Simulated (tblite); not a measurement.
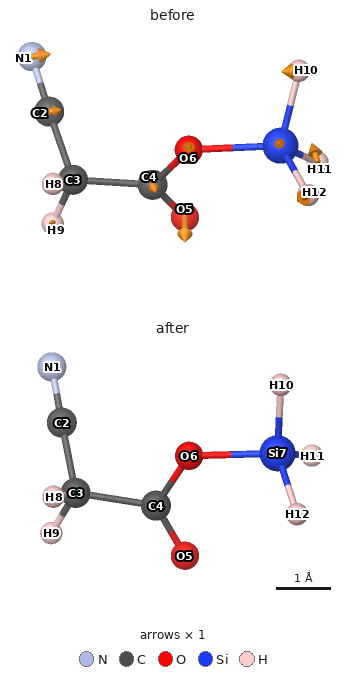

The structure of C3H5NO2Si before (top) and after (bottom) a relaxation, at one scale. The orange arrows give the displacements, at their true length.

A ball-and-stick model, seen at a tilt.

Computed with GFN2-xTB geometry optimisation, gas phase (tblite 0.8.0). 

Q: Summarise the run.

A: The largest move after the best rigid fit is that of O5, 0.70 Å. Largest moves by element: O 0.70 Å, H 0.43 Å, N 0.40 Å, C 0.25 Å, Si 0.20 Å. Near-neighbour distances that change, for instance: C4–O6 1.389 → 1.314 Å, O6–Si7 1.730 → 1.672 Å, C2–C3 1.489 → 1.440 Å, C4–O5 1.236 → 1.198 Å. Among the angles between lasting bonds that change: O6–Si7–H10 107.1° → 97.2°, H10–Si7–H11 106.0° → 115.1°, O6–Si7–H12 112.8° → 107.5°. Groups turn about O6–Si7 by about 35°, C3–C4 by about 25°. After 79 geometry steps the energy has fallen by 0.511 eV.
